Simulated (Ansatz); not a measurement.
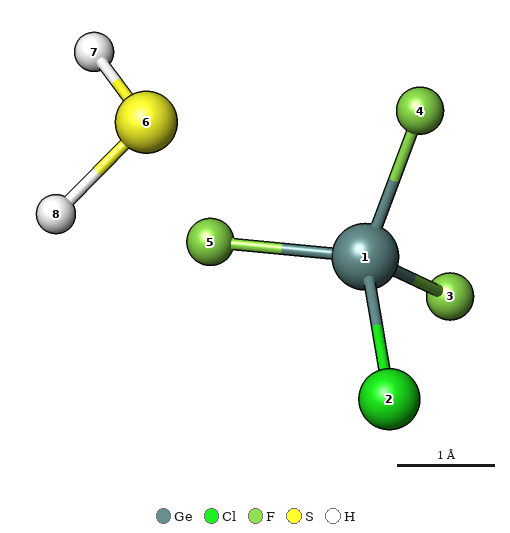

**Figure 1.** The structure as given in the input (ball-and-stick view, seen at a tilt; atoms are numbered from 1 in the order of the input). Sticks mark near contacts.

Nudged elastic band of GeH2SClF3

- system: GeH2SClF3
- method: RHF/def2-SVP (Ansatz 0.2.0)

One setting was made poor on purpose. It belongs to a series of runs on one base structure; here: band between the two ends. Figures and captions count atoms from 1; the log counts them from 0 in places.

**Output**
```
Engine: ansatz 0.2.0, aarch64-unknown-linux-gnu
Functional definition: HF
  exchange = exact_x
  correlation = 0
1207 factors; integrals over basis functions are off by at most 3.2e-4 eV
mean field evaluation 1: about -87923.2621 eV, gradient 4.3e1 eV
mean field evaluation 2: about -87923.3184 eV, gradient 4.3e1 eV
mean field evaluation 4: about -87926.8960 eV, gradient 2.8e0 eV
mean field evaluation 8: about -87926.9285 eV, gradient 1.3e-4 eV
mean field -87926.92853337 eV, -3231.2550245884 hartree, gradient 2.5e-5 eV, S^2 0.000000; 0 other end points of the search recorded, 0 dependent functions left out
the calculation of the forces begins
reference -87926.92853337 eV, -3231.2550245884 hartree; 47, 47 occupied and 73, 73 virtual orbitals, 1207 factors
1205 factors; integrals over basis functions are off by at most 6.1e-4 eV
mean field evaluation 16: about -87926.7059 eV, gradient 8.9e-1 eV
mean field -87926.71520114 eV, -3231.2471847737 hartree, gradient 2.0e-5 eV, S^2 0.000000; 0 other end points of the search recorded, 0 dependent functions left out
[... from here on the field's lines of each further geometry are left out, up to the last ...]
NEB iter   1: max|band force component| = 9.595e1 eV/Å  barrier→ = 29.1585 eV  barrier← = 28.9452 eV  Δτ_max = 0.2000 Å  (175 SCF iters)
NEB iter   2: max|band force component| = 3.069e1 eV/Å  barrier→ = 8.2281 eV  barrier← = 8.0147 eV  Δτ_max = 0.2000 Å  (115 SCF iters)
NEB iter   3: max|band force component| = 1.864e1 eV/Å  barrier→ = 3.8764 eV  barrier← = 3.6631 eV  Δτ_max = 0.2000 Å  (108 SCF iters)
NEB iter   4: max|band force component| = 8.044e0 eV/Å  barrier→ = 2.5430 eV  barrier← = 2.3297 eV  Δτ_max = 0.1951 Å  (107 SCF iters)
NEB iter   5: max|band force component| = 4.159e0 eV/Å  barrier→ = 2.1575 eV  barrier← = 1.9442 eV  Δτ_max = 0.1174 Å  (106 SCF iters)
NEB iter   6: max|band force component| = 1.956e0 eV/Å  barrier→ = 1.8491 eV  barrier← = 1.6357 eV  Δτ_max = 0.1952 Å  (102 SCF iters)
NEB iter   7: max|band force component| = 1.435e0 eV/Å  barrier→ = 1.5786 eV  barrier← = 1.3652 eV  Δτ_max = 0.1997 Å  (102 SCF iters)
NEB iter   8: max|band force component| = 2.629e0 eV/Å  barrier→ = 1.2355 eV  barrier← = 1.0222 eV  Δτ_max = 0.1005 Å  (110 SCF iters)
NEB iter   9: max|band force component| = 8.704e-1 eV/Å  barrier→ = 1.1334 eV  barrier← = 0.9200 eV  Δτ_max = 0.2000 Å  (101 SCF iters)
NEB iter  10: max|band force component| = 1.139e0 eV/Å  barrier→ = 0.9695 eV  barrier← = 0.7562 eV  Δτ_max = 0.1000 Å  (102 SCF iters)
NEB iter  11: max|band force component| = 5.064e-1 eV/Å  barrier→ = 0.8721 eV  barrier← = 0.6588 eV  CI = image 2  Δτ_max = 0.1981 Å  (104 SCF iters)
NEB iter  12: max|band force component| = 8.882e-1 eV/Å  barrier→ = 1.0033 eV  barrier← = 0.7900 eV  CI = image 2  Δτ_max = 0.1014 Å  (101 SCF iters)
NEB iter  13: max|band force component| = 8.818e-1 eV/Å  barrier→ = 0.9804 eV  barrier← = 0.7670 eV  CI = image 2  Δτ_max = 0.0997 Å  (102 SCF iters)
NEB iter  14: max|band force component| = 8.640e-1 eV/Å  barrier→ = 0.9711 eV  barrier← = 0.7577 eV  CI = image 2  Δτ_max = 0.1012 Å  (104 SCF iters)
NEB iter  15: max|band force component| = 6.566e-1 eV/Å  barrier→ = 0.9956 eV  barrier← = 0.7822 eV  CI = image 2  Δτ_max = 0.2000 Å  (103 SCF iters)
NEB iter  16: max|band force component| = 1.637e0 eV/Å  barrier→ = 1.3977 eV  barrier← = 1.1844 eV  CI = image 2  Δτ_max = 0.0995 Å  (103 SCF iters)
NEB iter  17: max|band force component| = 1.904e0 eV/Å  barrier→ = 1.4382 eV  barrier← = 1.2249 eV  CI = image 2  Δτ_max = 0.1998 Å  (101 SCF iters)
NEB iter  18: max|band force component| = 1.782e0 eV/Å  barrier→ = 1.7839 eV  barrier← = 1.5705 eV  CI = image 2  Δτ_max = 0.2000 Å  (101 SCF iters)
NEB iter  19: max|band force component| = 1.302e0 eV/Å  barrier→ = 2.0842 eV  barrier← = 1.8709 eV  CI = image 2  Δτ_max = 0.2000 Å  (102 SCF iters)
NEB iter  20: max|band force component| = 1.006e0 eV/Å  barrier→ = 2.3053 eV  barrier← = 2.0920 eV  CI = image 2  Δτ_max = 0.2000 Å  (101 SCF iters)
NEB iter  21: max|band force component| = 6.350e0 eV/Å  barrier→ = 2.2748 eV  barrier← = 2.0615 eV  CI = image 2  Δτ_max = 0.1013 Å  (103 SCF iters)
NEB iter  22: max|band force component| = 5.968e-1 eV/Å  barrier→ = 2.2263 eV  barrier← = 2.0129 eV  CI = image 2  Δτ_max = 0.1496 Å  (104 SCF iters)
NEB iter  23: max|band force component| = 3.893e-1 eV/Å  barrier→ = 2.1937 eV  barrier← = 1.9804 eV  CI = image 2  Δτ_max = 0.1383 Å  (108 SCF iters)
NEB iter  24: max|band force component| = 2.350e-1 eV/Å  barrier→ = 2.1745 eV  barrier← = 1.9612 eV  CI = image 2  Δτ_max = 0.1269 Å  (105 SCF iters)
NEB iter  25: max|band force component| = 2.317e-1 eV/Å  barrier→ = 2.1585 eV  barrier← = 1.9452 eV  CI = image 2  Δτ_max = 0.0642 Å  (107 SCF iters)
NEB iter  26: max|band force component| = 2.600e-1 eV/Å  barrier→ = 2.1502 eV  barrier← = 1.9369 eV  CI = image 2  Δτ_max = 0.0325 Å  (107 SCF iters)
NEB iter  27: max|band force component| = 2.509e-1 eV/Å  barrier→ = 2.1432 eV  barrier← = 1.9299 eV  CI = image 2  Δτ_max = 0.0325 Å  (107 SCF iters)
NEB iter  28: max|band force component| = 2.271e-1 eV/Å  barrier→ = 2.1369 eV  barrier← = 1.9236 eV  CI = image 2  Δτ_max = 0.0325 Å  (107 SCF iters)
NEB iter  29: max|band force component| = 1.982e-1 eV/Å  barrier→ = 2.1315 eV  barrier← = 1.9182 eV  CI = image 2  Δτ_max = 0.0325 Å  (106 SCF iters)
NEB iter  30: max|band force component| = 1.508e-1 eV/Å  barrier→ = 2.1269 eV  barrier← = 1.9136 eV  CI = image 2  Δτ_max = 0.0325 Å  (105 SCF iters)
NEB iter  31: max|band force component| = 1.009e-1 eV/Å  barrier→ = 2.1233 eV  barrier← = 1.9100 eV  CI = image 2  Δτ_max = 0.0325 Å  (106 SCF iters)
NEB iter  32: max|band force component| = 1.134e-1 eV/Å  barrier→ = 2.1211 eV  barrier← = 1.9077 eV  CI = image 2  Δτ_max = 0.0324 Å  (109 SCF iters)
NEB iter  33: max|band force component| = 1.277e-1 eV/Å  barrier→ = 2.1201 eV  barrier← = 1.9067 eV  CI = image 2  Δτ_max = 0.0324 Å  (109 SCF iters)
NEB iter  34: max|band force component| = 1.102e-1 eV/Å  barrier→ = 2.1213 eV  barrier← = 1.9079 eV  CI = image 2  Δτ_max = 0.0324 Å  (108 SCF iters)
NEB iter  35: max|band force component| = 9.765e-2 eV/Å  barrier→ = 2.1197 eV  barrier← = 1.9063 eV  CI = image 2  Δτ_max = 0.0324 Å  (108 SCF iters)
NEB iter  36: max|band force component| = 6.516e-2 eV/Å  barrier→ = 2.1197 eV  barrier← = 1.9064 eV  CI = image 2  Δτ_max = 0.0326 Å  (110 SCF iters)
NEB iter  37: max|band force component| = 5.877e-2 eV/Å  barrier→ = 2.1196 eV  barrier← = 1.9063 eV  CI = image 2  Δτ_max = 0.0325 Å  (110 SCF iters)
NEB iter  38: max|band force component| = 6.497e-2 eV/Å  barrier→ = 2.1196 eV  barrier← = 1.9063 eV  CI = image 2  Δτ_max = 0.0326 Å  (110 SCF iters)
NEB iter  39: max|band force component| = 6.505e-2 eV/Å  barrier→ = 2.1196 eV  barrier← = 1.9062 eV  CI = image 2  Δτ_max = 0.0325 Å  (110 SCF iters)
NEB iter  40: max|band force component| = 6.628e-2 eV/Å  barrier→ = 2.1195 eV  barrier← = 1.9062 eV  CI = image 2  Δτ_max = 0.0325 Å  (111 SCF iters)
NEB iter  41: max|band force component| = 6.534e-2 eV/Å  barrier→ = 2.1195 eV  barrier← = 1.9062 eV  CI = image 2  Δτ_max = 0.0325 Å  (110 SCF iters)
NEB iter  42: max|band force component| = 6.487e-2 eV/Å  barrier→ = 2.1195 eV  barrier← = 1.9062 eV  CI = image 2  Δτ_max = 0.0651 Å  (110 SCF iters)
NEB iter  43: max|band force component| = 6.518e-2 eV/Å  barrier→ = 2.1195 eV  barrier← = 1.9062 eV  CI = image 2  Δτ_max = 0.1292 Å  (96 SCF iters)
NEB iter  44: max|band force component| = 6.390e-2 eV/Å  barrier→ = 2.1195 eV  barrier← = 1.9062 eV  CI = image 2  Δτ_max = 0.1300 Å  (96 SCF iters)
NEB iter  45: max|band force component| = 5.542e-2 eV/Å  barrier→ = 2.1195 eV  barrier← = 1.9062 eV  CI = image 2  Δτ_max = 0.0654 Å  (95 SCF iters)
NEB iter  46: max|band force component| = 5.048e-2 eV/Å  barrier→ = 2.1195 eV  barrier← = 1.9062 eV  CI = image 2  Δτ_max = 0.0326 Å  (97 SCF iters)
the calculation of the forces begins
reference -87926.75038299 eV, -3231.2484776831 hartree; 47, 47 occupied and 73, 73 virtual orbitals, 1205 factors
1211 factors; integrals over basis functions are off by at most 8.7e-4 eV
mean field -87924.80901007 eV, -3231.1771335438 hartree, gradient 3.6e-5 eV, S^2 0.000000; 1 other end points of the search recorded, 0 dependent functions left out
the calculation of the forces begins
reference -87924.80901007 eV, -3231.1771335438 hartree; 47, 47 occupied and 73, 73 virtual orbitals, 1211 factors
NEB iter  47: max|band force component| = 4.204e-2 eV/Å  barrier→ = 2.1195 eV  barrier← = 1.9062 eV  CI = image 2  Δτ_max = 0.0000 Å  (204 SCF iters)
```

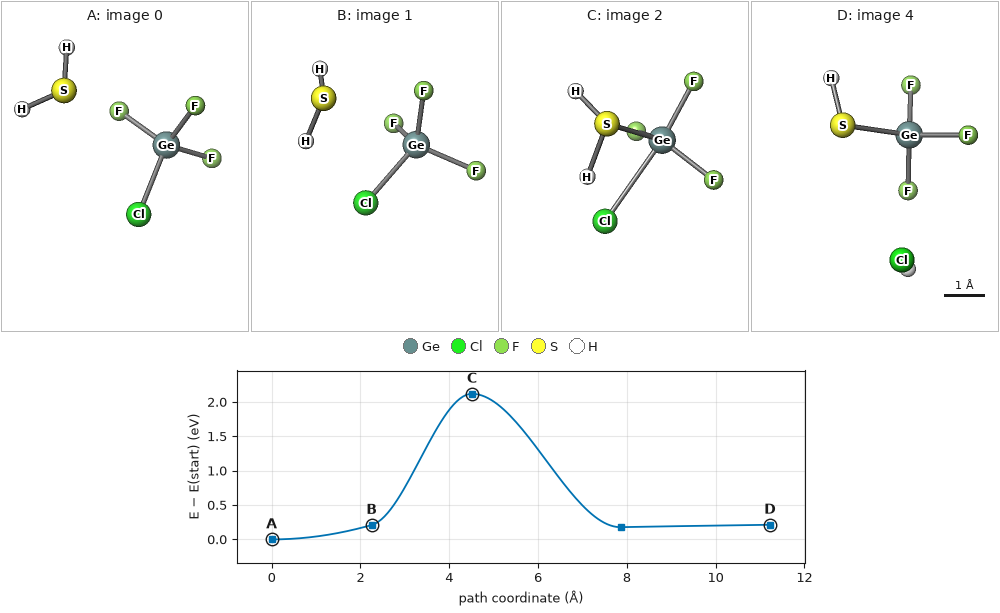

**Figure 2.** Images of the last band (counted from 0; ball-and-stick, seen at an oblique angle) above the energy along the path; the line is a cubic interpolation that uses the forces. The highest image is number 2, 2.120 eV above the start and 1.906 eV above the end (the climbing image); the end lies 0.213 eV above the start. The path is 11.23 Å long. The band converged in 47 iterations.

```
Total energy: -87924.80901007 eV, -3231.1771335438 hartree
Atom 0 at    -0.314959    -0.000948    -0.082133 Å, force     0.002176    -0.001073     0.000588 eV/Å
Atom 1 at    -0.026074    -1.024295     2.231560 Å, force     0.000479    -0.000338    -0.000539 eV/Å
Atom 2 at     1.113537     0.849017     0.212240 Å, force    -0.000991     0.001330     0.000326 eV/Å
Atom 3 at    -0.773840     0.766553    -1.543444 Å, force     0.000211    -0.000709     0.000085 eV/Å
Atom 4 at    -0.285225    -1.588877    -0.664108 Å, force    -0.001577     0.000296    -0.000637 eV/Å
Atom 5 at    -2.236088     0.644648     1.063072 Å, force     0.001037    -0.000420     0.000624 eV/Å
Atom 6 at    -3.032344    -0.261067     0.479643 Å, force     0.000133    -0.000267     0.000083 eV/Å
Atom 7 at    -1.495107    -0.257829     2.075468 Å, force    -0.001468     0.001181    -0.000529 eV/Å
Dipole moment:    -0.955271     0.133479     0.321441 e Å
this run last wrote the band of iteration 47 to [file]
```

**The last band as extended XYZ (Å, eV, eV/Å)**
```
8
Properties=species:S:1:pos:R:3:forces:R:3 image=0 energy=-87926.92853
Ge    0.4701    0.0651    0.0056    0.0115   0.0007   0.0010
Cl    0.8478    0.4209    2.0307    0.0033   0.0031  -0.0025
F     1.9285   -0.0945   -0.8293   -0.0032   0.0000   0.0041
F    -0.3624    1.3209   -0.7455   -0.0061  -0.0061   0.0013
F    -0.3703   -1.3737   -0.2524   -0.0054   0.0022   0.0004
S    -3.0991    0.1801    1.3248    0.0033  -0.0160   0.0119
H    -3.4185   -0.4491    0.1922   -0.0028   0.0024   0.0006
H    -3.0461   -0.9425    2.0460   -0.0006   0.0137  -0.0168
8
Properties=species:S:1:pos:R:3:forces:R:3 image=1 energy=-87926.71815
Ge    0.3783   -0.2024   -0.1312    0.0820  -0.0160   0.0234
Cl    0.2521   -0.5807    1.9275    0.0416   0.0451  -0.0524
F     1.8099    0.6283   -0.4333    0.1019  -0.0460  -0.1086
F    -0.8468    0.7048   -0.8415   -0.0066  -0.0032   0.1000
F     0.3626   -1.6765   -0.9469    0.1071  -0.0237  -0.0674
S    -3.2314    0.6396    1.4871   -0.1433   0.0075   0.0701
H    -3.2733   -0.2116    0.4605   -0.0388   0.0265   0.0025
H    -2.5015   -0.1743    2.2502   -0.1440   0.0098   0.0324
8
Properties=species:S:1:pos:R:3:forces:R:3 image=2 energy=-87924.80901
Ge   -0.3150   -0.0009   -0.0821    0.0022  -0.0011   0.0006
Cl   -0.0261   -1.0243    2.2316    0.0005  -0.0003  -0.0005
F     1.1135    0.8490    0.2122   -0.0010   0.0013   0.0003
F    -0.7738    0.7666   -1.5434    0.0002  -0.0007   0.0001
F    -0.2852   -1.5889   -0.6641   -0.0016   0.0003  -0.0006
S    -2.2361    0.6446    1.0631    0.0010  -0.0004   0.0006
H    -3.0323   -0.2611    0.4796    0.0001  -0.0003   0.0001
H    -1.4951   -0.2578    2.0755   -0.0015   0.0012  -0.0005
8
Properties=species:S:1:pos:R:3:forces:R:3 image=3 energy=-87926.75038
Ge   -0.7863    0.0752   -0.7733    0.0213   0.0047   0.0254
Cl   -0.7044   -0.7581    3.5001    0.0032   0.0213  -0.0054
F     0.3574    0.2024    0.4844   -0.0157   0.0331  -0.0467
F    -0.4958    1.3522   -1.8451   -0.0032  -0.0452   0.0398
F    -0.3432   -1.3247   -1.6156    0.0009   0.0233   0.0191
S    -2.8072    0.1028    0.0060    0.0135  -0.0048  -0.0023
H    -2.4378   -0.4089    1.1870   -0.0121   0.0069  -0.0048
H     0.1672   -0.1138    2.8286   -0.0079  -0.0393  -0.0251
8
Properties=species:S:1:pos:R:3:forces:R:3 image=4 energy=-87926.71520
Ge   -0.7816   -0.1520   -0.3264   -0.0099  -0.0117  -0.0168
Cl   -0.2317    0.7197    3.1898    0.0209  -0.0220  -0.0086
F     0.3466   -1.0599    0.5623   -0.0023   0.0041   0.0007
F    -0.0595    1.3654   -0.5122   -0.0011  -0.0015   0.0035
F    -0.8128   -0.8428   -1.8755    0.0050   0.0012  -0.0029
S    -2.7822   -0.1479    0.5101   -0.0122   0.0045   0.0177
H    -3.3322   -0.5706   -0.6338    0.0204   0.0026  -0.0023
H     0.6033   -0.1847    2.8582   -0.0208   0.0228   0.0087
```

The run was set up as follows.

**Input file**
```yaml
crystal:
  periodic: [false, false, false]
  atoms:
    - { symbol: Ge, position_ang: [0.470076, 0.065073, 0.005639] }
    - { symbol: Cl, position_ang: [0.847765, 0.420939, 2.030742] }
    - { symbol: F, position_ang: [1.928483, -0.094535, -0.829297] }
    - { symbol: F, position_ang: [-0.362375, 1.320909, -0.745487] }
    - { symbol: F, position_ang: [-0.370344, -1.373731, -0.252401] }
    - { symbol: S, position_ang: [-3.099131, 0.180124, 1.324815] }
    - { symbol: H, position_ang: [-3.418457, -0.449091, 0.192245] }
    - { symbol: H, position_ang: [-3.046117, -0.942487, 2.046042] }
basis:
  gaussian: { orbitals: def2-SVP }
hamiltonian:
  xc: hf
neb:
  order_check: false
  images: 3
  f_tol: 0.05
  max_iterations: 60
  climbing: true
  final_atoms:
    - { symbol: Ge, position_ang: [-0.78161619, -0.15198635, -0.32639274] }
    - { symbol: Cl, position_ang: [-0.23170298, 0.71970582, 3.18975197] }
    - { symbol: F, position_ang: [0.34656831, -1.05989934, 0.56231677] }
    - { symbol: F, position_ang: [-0.05948584, 1.36541942, -0.51221478] }
    - { symbol: F, position_ang: [-0.81285007, -0.84283149, -1.87553457] }
    - { symbol: S, position_ang: [-2.78215202, -0.14793298, 0.51006845] }
    - { symbol: H, position_ang: [-3.33215732, -0.57059668, -0.63384907] }
    - { symbol: H, position_ang: [0.60329609, -0.1846774, 2.85815197] }
  initial_path:
    images:
      - { positions_ang: [[0.470076, 0.065073, 0.005639], [0.847765, 0.420939, 2.030742], [1.928483, -0.094535, -0.829297], [-0.362375, 1.320909, -0.745487], [-0.370344, -1.373731, -0.252401], [-3.099131, 0.180124, 1.324815], [-3.418457, -0.449091, 0.192245], [-3.046117, -0.942487, 2.046042]] }
      - { positions_ang: [[0.23638065, 0.01806031, 0.00242786], [0.42564464, 0.2037816, 2.29995569], [1.75724683, -0.08684871, -0.69485158], [-0.55515648, 1.34111412, -0.65693101], [-0.59965468, -1.37648185, -0.4020695], [-2.75751306, 0.11378155, 1.06423654], [-3.30783707, -0.62826191, 0.10466248], [-2.24921083, -0.45794411, 2.05486752]] }
      - { positions_ang: [[0.0026853, -0.02895238, -0.00078328], [0.00352428, -0.01337581, 2.56916937], [1.58601066, -0.07916241, -0.56040615], [-0.74793796, 1.36131925, -0.56837503], [-0.82896536, -1.3792327, -0.55173799], [-2.41589512, 0.0474391, 0.80365808], [-3.19721714, -0.80743281, 0.01707997], [-1.45230466, 0.02659877, 2.06369304]] }
      - { positions_ang: [[-0.38946544, -0.09046936, -0.16358801], [-0.11408935, 0.35316501, 2.87946067], [0.96628949, -0.56953088, 0.00095531], [-0.4037119, 1.36336933, -0.5402949], [-0.82090771, -1.1110321, -1.21363628], [-2.59902357, -0.05024694, 0.65686327], [-3.26468723, -0.68901475, -0.30838455], [-0.42450428, -0.07903931, 2.4609225]] }
      - { positions_ang: [[-0.78161619, -0.15198635, -0.32639274], [-0.23170298, 0.71970582, 3.18975197], [0.34656831, -1.05989934, 0.56231677], [-0.05948584, 1.36541942, -0.51221478], [-0.81285007, -0.84283149, -1.87553457], [-2.78215202, -0.14793298, 0.51006845], [-3.33215732, -0.57059668, -0.63384907], [0.60329609, -0.1846774, 2.85815197]] }
```

Run as:
```bash
ansatz run input.yaml --threads 2 --pin off --max-ram 3072MiB --backend cpu --events-out ev --progress --plain --runs-dir out
```

**Results in brief**

```csv
quantity,value
outcome,converged
"barrier, forward",2.119 eV
"barrier, backward",1.906 eV
hardware,"2 threads of Arm Neoverse V1, 24 GiB of memory available, shared host"
wall time,5.4 min (CPU time 10 min)
peak memory,0.34 GiB
```

A deliberately poor setting: few images. The order of the saddle point was not checked.
